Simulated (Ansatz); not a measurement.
# AlH5NSi (doublet): what the fields show

Input file:

```
crystal:
  periodic: [false, false, false]
  atoms:
    - { symbol: "N", position_ang: [-1.95043, 0.37724, -0.99046] }
    - { symbol: Al, position_ang: [-0.33181, 0.85125, -0.67316] }
    - { symbol: Si, position_ang: [0.90078, -0.71753, 0.80978] }
    - { symbol: H, position_ang: [-1.50319, 1.41593, -1.49815] }
    - { symbol: H, position_ang: [0.69501, 1.99984, -1.01606] }
    - { symbol: H, position_ang: [1.60445, -0.09733, 1.94955] }
    - { symbol: H, position_ang: [1.90323, -1.55341, 0.12323] }
    - { symbol: H, position_ang: [-0.12517, -1.61513, 1.35886] }
magnetization:
  spin_polarized: true
  initial_magnetization: 1
basis:
  gaussian: { orbitals: "6-31G*" }
hamiltonian:
  xc: hf
relax:
  f_tol: 0.02
  max_steps: 50
output:
  orbitals: {}
```

Launched as:

```sh
ansatz run input.yaml --threads 1 --pin off --max-ram 2048MiB --backend cpu --events-out ev --progress --plain --runs-dir out
```

The fields are those of the relaxed geometry.

Method: UHF/6-31G* in Ansatz.

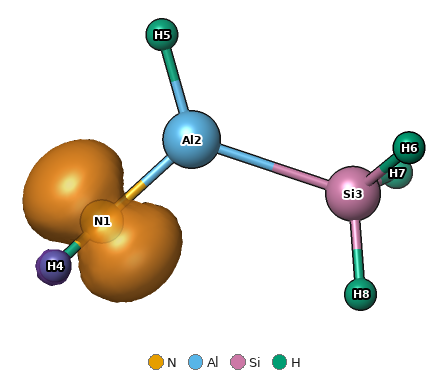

Figure 1. Isosurfaces of the spin density at +0.05 (orange) and −0.05 e/Å³ (purple), seen across its widest extent.

### Describe the spin distribution.

The unpaired spin (1 electron) lies mostly on N1 (about 0.9), in electrons by Hirshfeld's partition.

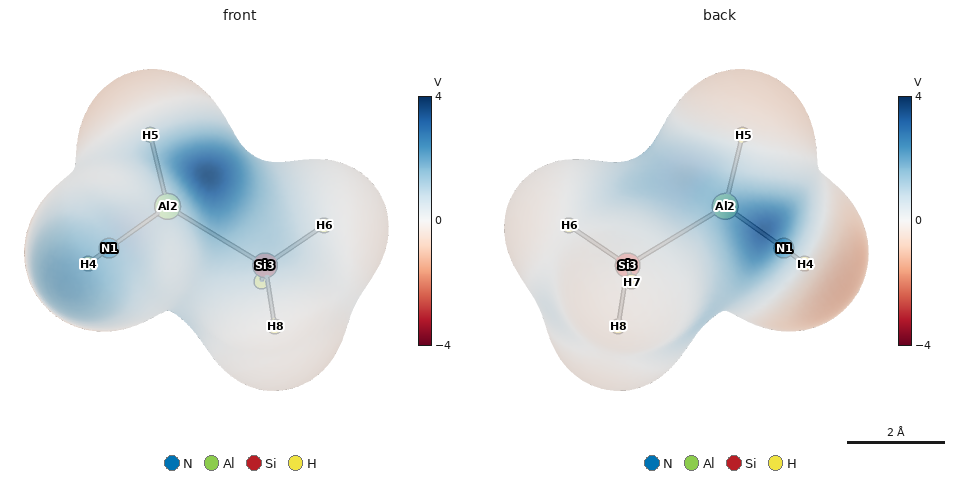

Figure 2. The electrostatic potential painted on the density surface at 0.002 e/bohr³, seen from the front and from behind; the colour scale runs from red (negative) to blue (positive).

### Where is the surface potential most negative and most positive?

The most negative region (about −1.3 V) lies over N1, the most positive (about +3.4 V) over Al2. N1 is the likeliest acceptor of a hydrogen bond.

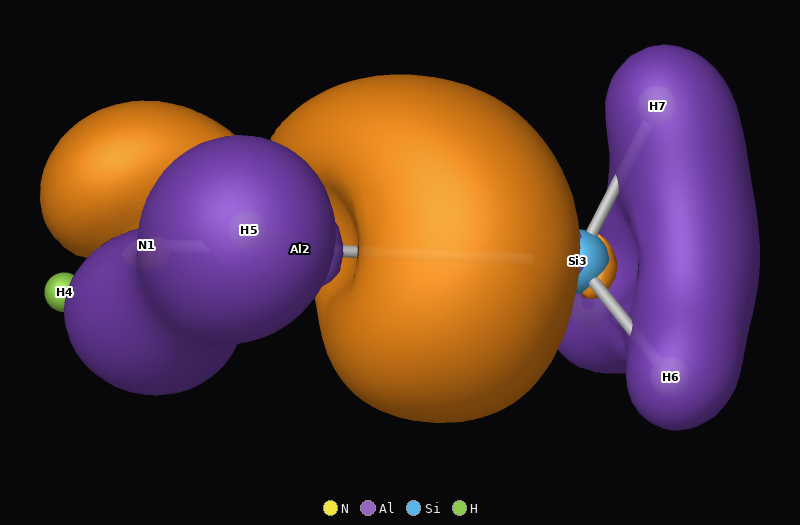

Figure 3. The HOMO (β) at ±0.1 Å⁻³ᐟ² (orange and purple are the two phases), seen from one side.

### Describe this orbital and give its energy.

By Hirshfeld shares it lies mainly on Si3 (about 35 %), Al2 (about 30 %), N1 (about 15 %) and H5 (about 5 %). Its energy is −10.09 eV.
